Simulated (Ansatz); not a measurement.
# Frequency calculation, with input and output: C2H4OSi

C2H4OSi, computed with RKS B3LYP/def2-SVP (Ansatz 0.2.0).

It belongs to a series of runs on one base structure; here: vibrations at the highest image of the band. Figures and captions count atoms from 1; the log counts them from 0 in places.

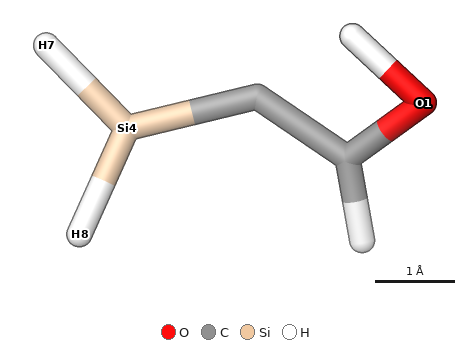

The input geometry (stick view, seen at a tilt; atoms are numbered from 1 in the order of the input). Bond lengths as drawn: C–C 1.40 Å, C–H 1.10 Å, C–O 1.28 Å, C–Si 1.72 Å, H–O 1.25 Å and H–Si 1.48 to 1.49 Å.

## The input
```yaml
crystal:
  periodic: [false, false, false]
  atoms:
    - { symbol: O, position_ang: [1.879896, 1.310771, -0.123744] }
    - { symbol: C, position_ang: [0.653106, 1.057045, -0.403425] }
    - { symbol: C, position_ang: [0.190698, 0.018641, 0.411815] }
    - { symbol: Si, position_ang: [-1.115277, -1.084143, 0.246973] }
    - { symbol: H, position_ang: [0.156353, 1.655744, -1.184657] }
    - { symbol: H, position_ang: [1.632263, 0.406396, 0.705756] }
    - { symbol: H, position_ang: [-1.330903, -2.157705, 1.245908] }
    - { symbol: H, position_ang: [-2.066128, -1.206746, -0.898624] }
basis:
  gaussian: { orbitals: def2-SVP }
hamiltonian:
  xc: b3lyp
phonons: {}
```

Machine: 1 thread of Intel Xeon @ 2.50GHz (Skylake/Cascade Lake), 189 GiB of memory available, shared host.

Launched with:
```bash
ansatz run input.yaml --threads 1 --pin off --max-ram 2048MiB --backend cpu --events-out ev --progress --plain --runs-dir out
```

## Output
```
Engine: ansatz 0.2.0, x86_64-unknown-linux-gnu
Functional definition: B3LYP
  parameter a0 = 0.2
  parameter ax = 0.72
  parameter ac = 0.81
  exchange = (1 - a0 - ax)*slater_x + ax*b88_x + a0*exact_x
  correlation = (1 - ac)*vwn_rpa_c + ac*lyp_c
868 factors; integrals over basis functions are off by at most 3.6e-4 eV
mean field evaluation 1: about -12045.8785 eV, gradient 5.7e1 eV
mean field evaluation 2: about -12001.3515 eV, gradient 1.3e2 eV
mean field evaluation 4: about -12053.2551 eV, gradient 2.2e1 eV
mean field evaluation 8: about -12054.3266 eV, gradient 1.6e-1 eV
mean field evaluation 16: about -12054.3380 eV, gradient 2.5e-5 eV
mean field -12054.33804080 eV, -442.9887522755 hartree, gradient 2.5e-5 eV, S^2 0.000000; 0 other end points of the search recorded, 0 dependent functions left out
the calculation of the forces begins
reference -12054.33825923 eV, -442.9887603027 hartree; 19, 19 occupied and 61, 61 virtual orbitals, 868 factors
these checks for a lower state are left out or cut short: stability, starts, cluster_reference, orbital_swaps, neighbouring_geometries, increment
868 factors; integrals over basis functions are off by at most 3.6e-4 eV
mean field -12054.33791618 eV, -442.9887476959 hartree, gradient 1.4e-6 eV, S^2 0.000000; 0 other end points of the search recorded, 0 dependent functions left out
[... from here on the field's lines of each further geometry are left out, up to the last ...]
the calculation of the forces begins
reference -12054.33823236 eV, -442.9887593153 hartree; 19, 19 occupied and 61, 61 virtual orbitals, 868 factors
these checks for a lower state are left out or cut short: stability, starts, cluster_reference, orbital_swaps, neighbouring_geometries, increment
868 factors; integrals over basis functions are off by at most 3.6e-4 eV
mean field -12054.33799963 eV, -442.9887507628 hartree, gradient 2.1e-6 eV, S^2 0.000000; 0 other end points of the search recorded, 0 dependent functions left out
the calculation of the forces begins
reference -12054.33821810 eV, -442.9887587911 hartree; 19, 19 occupied and 61, 61 virtual orbitals, 868 factors
WARN: phonons: modes at or below zero, which the zero-point energy, F, S and C_V leave out: 1, the lowest at -1862.68 cm⁻¹. A minimum has none, and a first-order saddle one
Total energy: -12054.33825923 eV, -442.9887603027 hartree
Atom 0 at     1.879896     1.310771    -0.123744 Å, force     0.017856     0.000298     0.005031 eV/Å
Atom 1 at     0.653106     1.057045    -0.403425 Å, force    -0.016745     0.003889    -0.006680 eV/Å
Atom 2 at     0.190698     0.018641     0.411815 Å, force    -0.020313    -0.014421    -0.017300 eV/Å
Atom 3 at    -1.115277    -1.084143     0.246973 Å, force     0.009051     0.009872     0.001180 eV/Å
Atom 4 at     0.156353     1.655744    -1.184657 Å, force     0.003725    -0.007317     0.006041 eV/Å
Atom 5 at     1.632263     0.406396     0.705756 Å, force     0.008047     0.008919     0.008256 eV/Å
Atom 6 at    -1.330903    -2.157705     1.245908 Å, force     0.003270    -0.002063     0.000580 eV/Å
Atom 7 at    -2.066128    -1.206746    -0.898624 Å, force    -0.004892     0.000823     0.002893 eV/Å
Dipole moment:    -0.495594    -0.187702    -0.193995 e Å
Vibrations: -1862.68 84.39 169.79 347.89 562.29 598.72 655.31 951.00 991.85 1012.88 1129.05 1225.70 1421.55 1545.58 1973.52 2202.43 2277.94 3116.61 cm⁻¹, zero-point energy 1.256362 eV
```

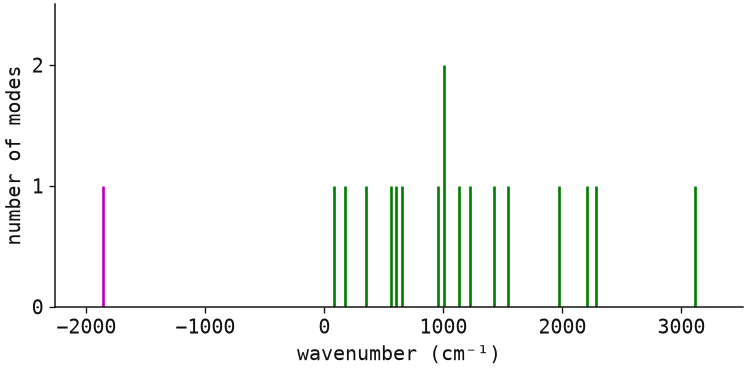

Harmonic vibrational wavenumbers from the force constants; neighbouring modes closer than 23 cm⁻¹ are counted in one stick, and imaginary ones are drawn at negative wavenumbers. 18 modes from 1863i to 3117 cm⁻¹, 1 imaginary beyond 8i (1863i cm⁻¹): a first-order saddle point, if the geometry is stationary.

## Key numbers

| quantity | value |
| --- | --- |
| outcome | converged |
| total energy | −12054.3383 eV |
| mean-field energy | −12054.3383 eV |
| largest force (length of the vector) | 0.030 eV/Å |
| wall time | 3.3 min |
| peak memory | 0.16 GiB |
